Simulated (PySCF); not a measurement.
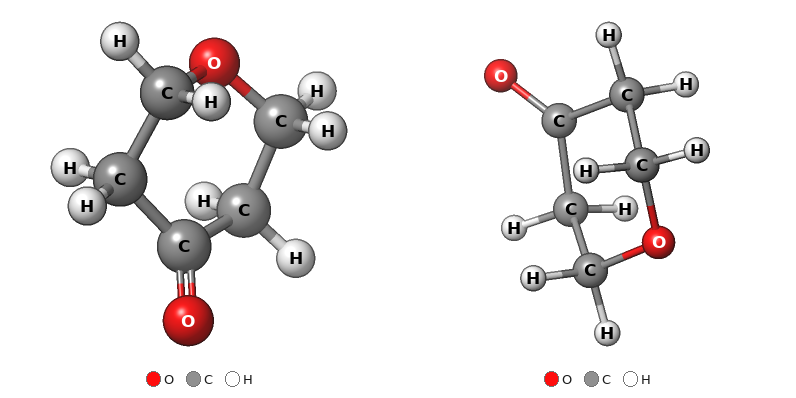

The same structure drawn twice, from different directions.

The geometry was computed by an optimisation with PBE0-D3(BJ)/def2-SVP. No frequency run is at hand to confirm it as a minimum.

Description:

It has 15 atoms: 5 carbon, 8 hydrogen and 2 oxygen (C5H8O2). SMILES: `O=C1CCOCC1`. Independent rings (smallest set): 1 of 6 members. Among its groups: ether, ketone. This geometry has Cs symmetry. Coordination: 1 C trigonal planar; 4 C tetrahedral; 1 O bent.

More results for the same structure follow; atom numbers are the same in all pictures, views and colours differ.

**Geometry**

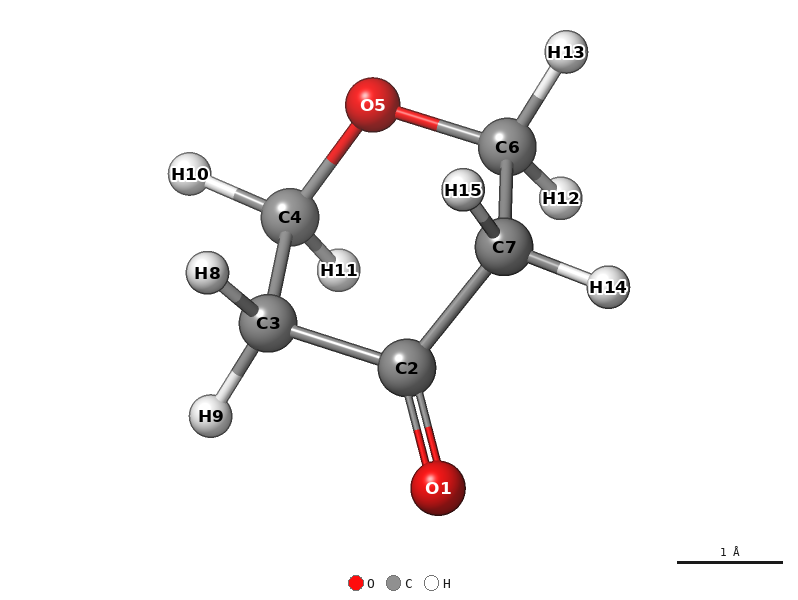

No frequency run is at hand to confirm it as a minimum.

List the bonds and their lengths.

```
  bond  length (Å)   order
 O1–C2       1.207  double
 C2–C3       1.512  single
 C2–C7       1.512  single
 C3–C4       1.531  single
 C3–H8       1.104  single
 C3–H9       1.099  single
 C4–O5       1.400  single
C4–H10       1.099  single
C4–H11       1.110  single
 O5–C6       1.400  single
 C6–C7       1.531  single
C6–H12       1.110  single
C6–H13       1.099  single
C7–H14       1.099  single
C7–H15       1.104  single
```

**Levels of theory compared**

No frequency run is at hand to confirm it as a minimum. Program: PySCF 2.14.0.

Tabulate dipole (D), HOMO–LUMO gap (eV), HOMO energy (eV) at these levels: PBE0/IGLO-III; PBE0/aug-cc-pVDZ; PBE0/cc-pVDZ; PBE0/cc-pVTZ; PBE0/def2-SVP; PBE0/def2-TZVP.

| level | dipole (D) | HOMO–LUMO gap (eV) | HOMO energy (eV) |
| --- | --- | --- | --- |
| PBE0/IGLO-III | 1.95 | 6.51 | −7.21 |
| PBE0/aug-cc-pVDZ | 1.97 | 6.42 | −7.19 |
| PBE0/cc-pVDZ | 1.71 | 6.59 | −6.95 |
| PBE0/cc-pVTZ | 1.88 | 6.57 | −7.13 |
| PBE0/def2-SVP | 1.69 | 6.61 | −7.07 |
| PBE0/def2-TZVP | 1.92 | 6.55 | −7.18 |

**NMR shielding**

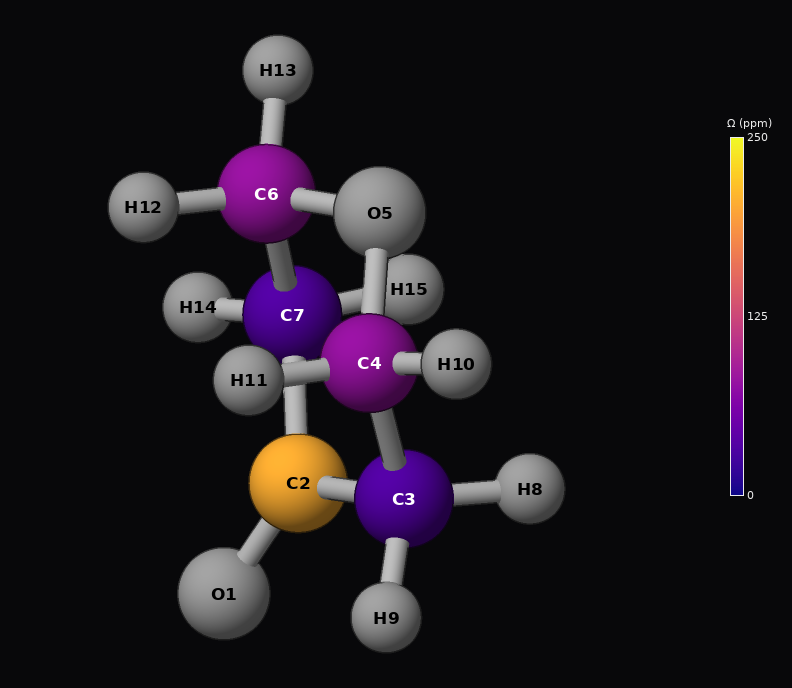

The C atoms are coloured by the span of their shielding tensor. No frequency run is at hand to confirm it as a minimum. Properties computed with GIAO PBE0/def2-SVP NMR shielding, non-relativistic, gas phase (PySCF 2.14.0). Principal shieldings σ11 ≤ σ22 ≤ σ33, span Ω = σ33 − σ11, skew κ = 3(σiso − σ22)/Ω.

> Which C atom has the most anisotropic shielding?

C2, with a span of 204 ppm.

Give the shielding tensors of the C atoms.

| atom | σ11 | σ22 | σ33 | σiso | Ω | κ |
| --- | --- | --- | --- | --- | --- | --- |
| C2 | −82.9 | −58.1 | 121.4 | −6.5 | 204.3 | 0.76 |
| C3, C7 | 136.9 | 147.8 | 172.9 | 152.5 | 36.0 | 0.39 |
| C4, C6 | 97.7 | 110.0 | 177.8 | 128.5 | 80.1 | 0.69 |

Shieldings and span in ppm.

**Quadrupole coupling**

No frequency run is at hand to confirm it as a minimum. Electric field gradients from the ground-state density, PBE0/IGLO-III (PySCF 2.14.0), non-relativistic apart from any core potentials.

Give the largest field-gradient component, the quadrupole coupling constant and the asymmetry for 17O at O1 (Q = −25.6 mb), 17O at O5 (Q = −25.6 mb).

| atom | V_zz (a.u.) | e²qQ/h (MHz) | η |
| --- | --- | --- | --- |
| O1 | −2.004 | 12.05 | 0.47 |
| O5 | −1.921 | 11.56 | 0.99 |
